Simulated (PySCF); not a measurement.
System: C6H10NO (SMILES C=CC(C)(C)N[C]=O) (doublet).

```xyz
18

C    -1.7523    1.5453    0.4151
C    -1.4253    0.2948    0.1242
C    -0.0189   -0.1887   -0.0652
C     0.0315   -1.7050   -0.2308
C     0.6602    0.4998   -1.2506
N     0.7526    0.1760    1.1849
C     1.9982   -0.1094    1.4304
O     2.8796   -0.6996    0.8635
H    -1.0143    2.3254    0.5128
H    -2.7768    1.8432    0.5550
H    -2.1964   -0.4582    0.0406
H    -0.4313   -2.1984    0.6214
H    -0.4915   -1.9992   -1.1376
H     1.0644   -2.0355   -0.3032
H     0.1445    0.2451   -2.1733
H     1.6937    0.1702   -1.3231
H     0.6428    1.5798   -1.1299
H     0.2303    0.7208    1.8541
```

Geometry: GFN2-xTB.

Computed with PySCF 2.14.0, density-fitted response routines, UKS B3LYP, pcH-1 on C H N O, non-relativistic, mean-field spin-orbit, GIAO.

What will maps of the electron density, electron localisation function and spin density show?

Answer. C–O (1.20 Å): the density is about 3.3 e/Å³ at the midpoint; the ELF peaks at about 0.85 between the atoms: a multiple bond.
C–N (1.30 Å): ρ is about 2.5 e/Å³ halfway; the ELF peaks at about 0.90 between the atoms (localised, covalent bonding).
N–H (1.01 Å): ρ is about 2.9 e/Å³ halfway; the ELF climbs to about 1 towards the hydrogen, as it does in any bond to H: an ordinary covalent bond to hydrogen.
C–C (1.50 Å): the density is about 1.8 e/Å³ at the midpoint; the ELF peaks at about 0.95 between the atoms, as expected for a shared electron pair.
The unpaired spin (1 electron) lies mostly on C7 (about 0.6), O8 (about 0.3) and N6 (about 0.1), in electrons by Hirshfeld's partition.

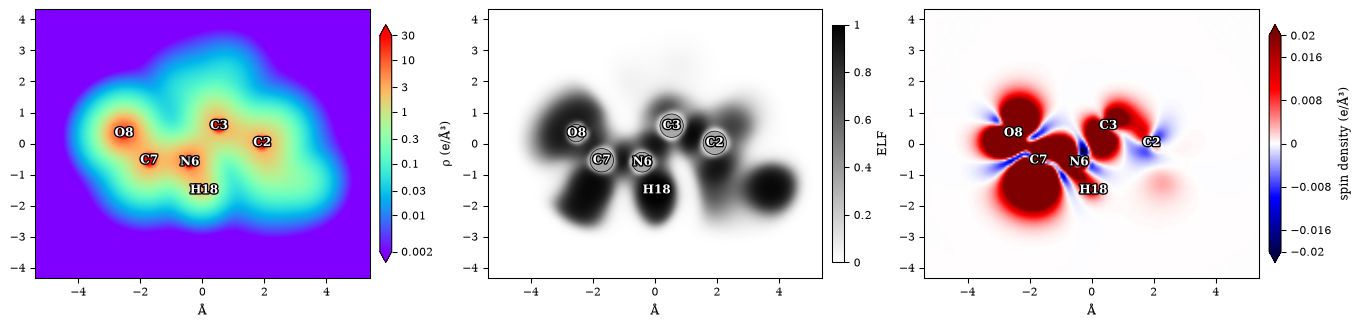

Computed electron density, electron localisation function and spin density on the plane of atoms C7, N6 and H18, in this order. Grey discs cover the atomic cores in the ELF map. 
